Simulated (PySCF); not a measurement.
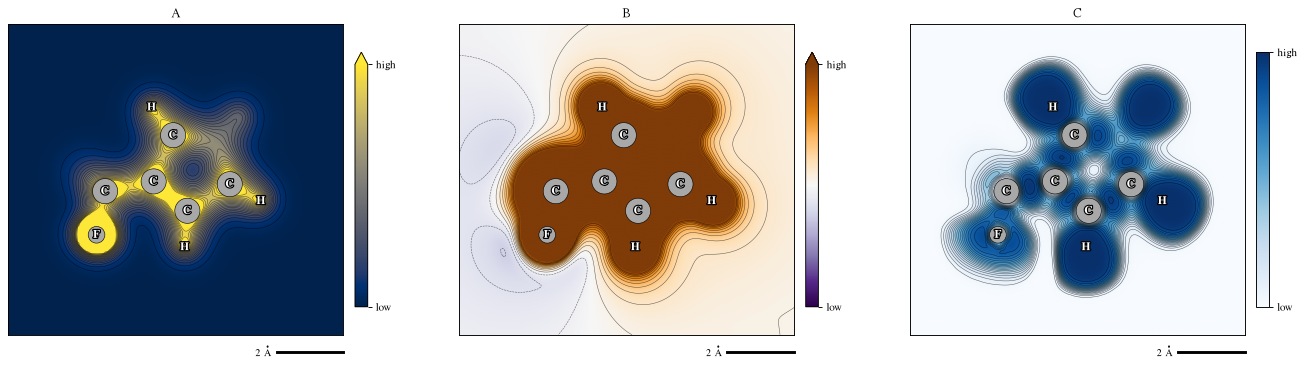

C8H9F3: 3 fields on the plane of atoms C5, C6 and H12, with unlabelled colour scales. Grey discs cover the atomic cores.

Geometry: PBE0-D3(BJ)/def2-SVP.

Computed with PBE0/pcSseg-1, SCF density, gas phase, non-relativistic in PySCF.

> Which field does each panel show? The fields are: electron density, electron localisation function and electrostatic potential.

Panel A: electron density. Panel B: electrostatic potential (strongly positive close to the atoms, with negative regions outside electron-rich atoms). Panel C: electron localisation function. From the grid: C–F (1.33 Å): the density is about 2.4 e/Å³ at the midpoint; the ELF peaks at about 0.85 between the atoms: a shared but strongly polarised pair. C–C (1.34 Å): ρ at the midpoint is about 2.3 e/Å³; the ELF peaks at about 0.90 between the atoms: a short, multiple covalent bond.
